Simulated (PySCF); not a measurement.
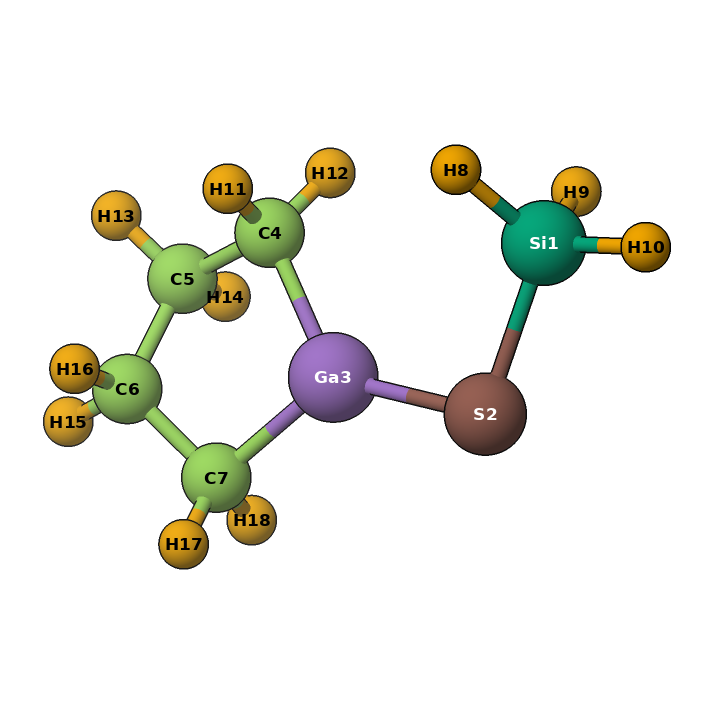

Atoms carry their numbers in the input. The geometry was computed by an optimisation with PBE0-D3(BJ)/def2-SVP. No frequency run is at hand to confirm it as a minimum.

**Describe the coordination of atom 5.**

C5 has 4 neighbours (C4 at 1.54, C6 at 1.54, H13 at 1.10, H14 at 1.11 Å); the arrangement is tetrahedral.

**What is the geometry at C7?**

C7 has 4 neighbours (Ga3 at 1.98, C6 at 1.54, H17 at 1.10, H18 at 1.10 Å); the arrangement is tetrahedral.

**What is the geometry at S2?**

S2 has 2 neighbours (Si1 at 2.15, Ga3 at 2.21 Å); the arrangement is bent.

**What is the geometry at C6?**

C6 has 4 neighbours (C5 at 1.54, C7 at 1.54, H15 at 1.10, H16 at 1.11 Å); the arrangement is tetrahedral.

**What is the dihedral angle Si1–S2–Ga3–C4?**

0° in size, that is syn (eclipsed).
